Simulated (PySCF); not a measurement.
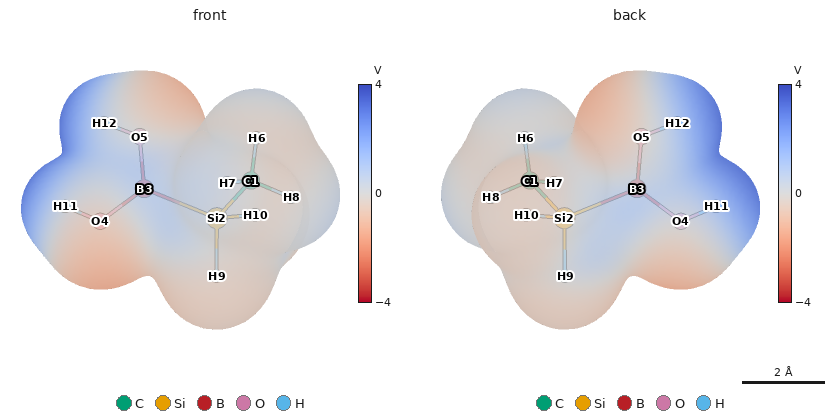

*CH$_{7}$BO$_{2}$Si (SMILES C[SiH2]B(O)O). The molecular electrostatic potential painted on the density surface at 0.002 e/bohr³, seen from the front and from behind; the colour scale runs from red (negative) to blue (positive).*

Geometry: GFN2-xTB.

Level of theory: PBE0/pcSseg-1, SCF density, gas phase, non-relativistic in PySCF.

```xyz
12

C     1.9378    0.1267    0.2636
Si    0.4182   -0.8057   -0.4240
B    -1.2707    0.1402   -0.0433
O    -2.2036   -0.4690    0.7289
O    -1.4676    1.3761   -0.5652
H     2.0203    1.1141   -0.1823
H     1.8723    0.2577    1.3407
H     2.8578   -0.4090    0.0534
H     0.4746   -2.1683    0.1384
H     0.6829   -0.9870   -1.8668
H    -3.0220    0.0035    0.9060
H    -2.2988    1.8199   -0.3755
```

Q: Where is the surface potential most negative and most positive?

A: The most negative region (about −1.3 V) lies over O4, the most positive (about +3.0 V) over H11 and H12. O4 is the likeliest acceptor of a hydrogen bond.

Q: How polar is the molecule by this calculation?

A: Its dipole moment is 3.43 D.
